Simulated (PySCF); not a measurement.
# PBE/STO-6G run of SiO (SMILES O=[Si])

Aim: the energy change on altering one bond length of SiO at PBE/STO-6G, from 2 runs. Input form: a Python script.

The calculation is run with PySCF 2.14.0.

24 further runs of the same task are left out: 13 that didn't finish, 11 set aside as unsound or not needed.

### Step 1. The structure to begin with

The species is SiO (2 atoms), meant as a singlet with charge 0. As SMILES, `O=[Si]`. The shape is that of a PBE0-D4/def2-TZVP optimisation.

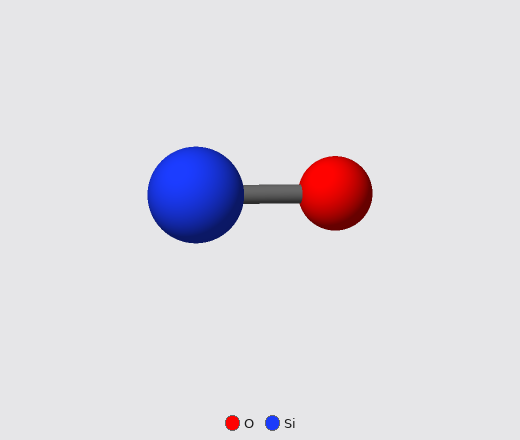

The structure, seen from a chosen angle (oxygen red, silicon blue).

### Step 2. A single-point energy at PBE/STO-6G

input.xyz

```xyz
2

O     -0.640700     0.231500    -0.324000
Si     0.640700    -0.231500     0.324000
```

run.py

```python
from pyscf import gto, dft

system = gto.M(
    atom='input.xyz',
    spin=0,
    max_memory=1860,
    basis='sto-6g',
    verbose=4,
)

mf = dft.RKS(system)
mf.xc = 'pbe'
mf.conv_tol = 1e-10
mf.grids.level = 5
mf.kernel()
if not mf.converged:
    mf = mf.newton().run(mf.mo_coeff, mf.mo_occ)

energy = mf.e_tot
print('Final energy', energy)
```

Launch:

```
$ OMP_NUM_THREADS=1 python run.py
```

What it wrote:

```text
PySCF version 2.14.0

[INPUT] num. atoms = 2
[INPUT] num. electrons = 22
[INPUT] charge = 0
[INPUT] spin (= nelec alpha-beta = 2S) = 0
[INPUT] symmetry False subgroup None
[INPUT] Mole.unit = angstrom
[INPUT] Symbol           X                Y                Z      unit          X                Y                Z       unit  Magmom
[INPUT]  1 O     -0.640700000000   0.231500000000  -0.324000000000 AA   -1.210747528009   0.437471597837  -0.612271264359 Bohr   0.0
[INPUT]  2 Si     0.640700000000  -0.231500000000   0.324000000000 AA    1.210747528009  -0.437471597837   0.612271264359 Bohr   0.0

nuclear repulsion = 39.2833323697854
number of shells = 8
number of NR pGTOs = 84
number of NR cGTOs = 14
basis = sto-6g
ecp = {}

******** <class 'pyscf.dft.rks.RKS'> ********
method = RKS
initial guess = minao
damping factor = 0
level_shift factor = 0
DIIS = <class 'pyscf.scf.diis.CDIIS'>
diis_start_cycle = 1
diis_space = 8
diis_damp = 0
SCF conv_tol = 1e-10
SCF conv_tol_grad = None
SCF max_cycles = 50
direct_scf = True
direct_scf_tol = 1e-13
XC library pyscf.dft.libxc version 7.0.0
    S. Lehtola, C. Steigemann, M. J.T. Oliveira, and M. A.L. Marques.,  SoftwareX 7, 1–5 (2018)
XC functionals = pbe
    J. P. Perdew, K. Burke, and M. Ernzerhof.,  Phys. Rev. Lett. 77, 3865 (1996)
    J. P. Perdew, K. Burke, and M. Ernzerhof.,  Phys. Rev. Lett. 78, 1396 (1997)
    J. P. Perdew, K. Burke, and M. Ernzerhof.,  Phys. Rev. Lett. 77, 3865 (1996)
    J. P. Perdew, K. Burke, and M. Ernzerhof.,  Phys. Rev. Lett. 78, 1396 (1997)
radial grids:
    Treutler-Ahlrichs [JCP 102, 346 (1995); DOI:10.1063/1.469408] (M4) radial grids

becke partition: Becke, JCP 88, 2547 (1988); DOI:10.1063/1.454033
pruning grids: <function nwchem_prune>
grids dens level: 5
symmetrized grids: False
atomic radii adjust function: <function treutler_atomic_radii_adjust>
small_rho_cutoff = 0
Set gradient conv threshold to 1e-05
Initial guess from minao.
tot grids = 86536
init E= -363.028351389655
  HOMO = -0.262154795430127  LUMO = -0.0159995879780566  gap/eV = 6.69822
cycle= 1 E= -362.728058115254  delta_E=  0.3  |g|= 0.836  |ddm|= 2.02
  HOMO = 0.172045603145186  LUMO = 0.408065445806489  gap/eV = 6.42243
cycle= 2 E= -358.782507634025  delta_E= 3.95  |g|= 2.64  |ddm|= 4.67
  HOMO = -0.111937272953991  LUMO = 0.102878788241922  gap/eV = 5.84544
cycle= 3 E= -363.029855077436  delta_E= -4.25  |g|= 0.359  |ddm|= 4.17
  HOMO = -0.126969530998729  LUMO = 0.0893824565650512  gap/eV = 5.88724
cycle= 4 E= -363.01913196876  delta_E= 0.0107  |g|= 0.398  |ddm|= 0.0899
  HOMO = -0.127922277975408  LUMO = 0.0884389098109165  gap/eV = 5.88749
cycle= 5 E= -363.004036717893  delta_E= 0.0151  |g|= 0.445  |ddm|= 0.0688
  HOMO = -0.106202735742949  LUMO = 0.0936527328165057  gap/eV = 5.43834
cycle= 6 E= -363.070912608476  delta_E= -0.0669  |g|= 0.0842  |ddm|= 0.596
  HOMO = -0.110313084481883  LUMO = 0.0923441655913999  gap/eV = 5.51458
cycle= 7 E= -363.072993269609  delta_E= -0.00208  |g|= 0.00255  |ddm|= 0.0879
  HOMO = -0.110167406548638  LUMO = 0.0923937386627871  gap/eV = 5.51197
cycle= 8 E= -363.072995213756  delta_E= -1.94e-06  |g|= 0.000148  |ddm|= 0.00277
  HOMO = -0.110175192518914  LUMO = 0.0923896851199137  gap/eV = 5.51207
cycle= 9 E= -363.072995220304  delta_E= -6.55e-09  |g|= 1.1e-06  |ddm|= 0.00015
  HOMO = -0.110175204173307  LUMO = 0.0923896888841726  gap/eV = 5.51207
cycle= 10 E= -363.072995220305  delta_E= -1.02e-12  |g|= 1.16e-06  |ddm|= 3.49e-06
  HOMO = -0.110175472993105  LUMO = 0.0923896144085957  gap/eV = 5.51208
Extra cycle  E= -363.072995220296  delta_E= 8.98e-12  |g|= 5.58e-06  |ddm|= 6.87e-06
converged SCF energy = -363.072995220296
Final energy -363.0729952202959
```

Wall time 1.6 s (1 thread of Intel Xeon Platinum 8488C (Sapphire Rapids), shared host); peak memory 0.16 GiB.

### Step 3. The distorted shape at the same level

run.py

```python
from pyscf import gto, dft

mol = gto.Mole()
mol.atom = '''
O     -1.695090     0.612475    -0.857202
Si     1.210748    -0.437472     0.612271
'''
mol.basis = 'sto-6g'
mol.verbose = 3
mol.unit = 'bohr'
mol.max_memory = 1860
mol.spin = 0
mol.charge = 0
mol.build()

mf = dft.RKS(mol, xc='pbe')
mf.conv_tol = 1e-10
mf.grids.level = 5
mf.kernel()
if not mf.converged:
    mf = mf.newton().run(mf.mo_coeff, mf.mo_occ)

energy = mf.e_tot
print('Final energy', energy)
```

Launch:

```
$ OMP_NUM_THREADS=1 python run.py
```

What it wrote:

```text
converged SCF energy = -363.025141780117
Final energy -363.02514178011705
```

It took 1.8 s on 1 thread of Intel Xeon Platinum 8488C (Sapphire Rapids), shared host; peak memory 0.16 GiB.

### Step 4. Outcome

Level: PBE/STO-6G.

```
                                                          quantity          value
                                         first shape: total energy  -363.07300 Eh
                                        first shape: dipole moment         1.19 D
                                          first shape: HOMO energy       -3.00 eV
                                          first shape: LUMO energy        2.51 eV
                                        first shape: HOMO–LUMO gap        5.51 eV
                                     distorted shape: total energy  -363.02514 Eh
                                    distorted shape: dipole moment         1.54 D
                                      distorted shape: HOMO energy       -2.35 eV
                                      distorted shape: LUMO energy        1.50 eV
                                    distorted shape: HOMO–LUMO gap        3.85 eV
energy change with the O1–Si2 bond stretched from 1.509 to 1.811 Å       1.302 eV
```

With the O1–Si2 bond stretched from 1.509 to 1.811 Å the energy rises by 1.30 eV (126 kJ/mol). The first shape isn't relaxed at this level, so the change isn't measured from a minimum. The minimal basis adds a large error of its own.
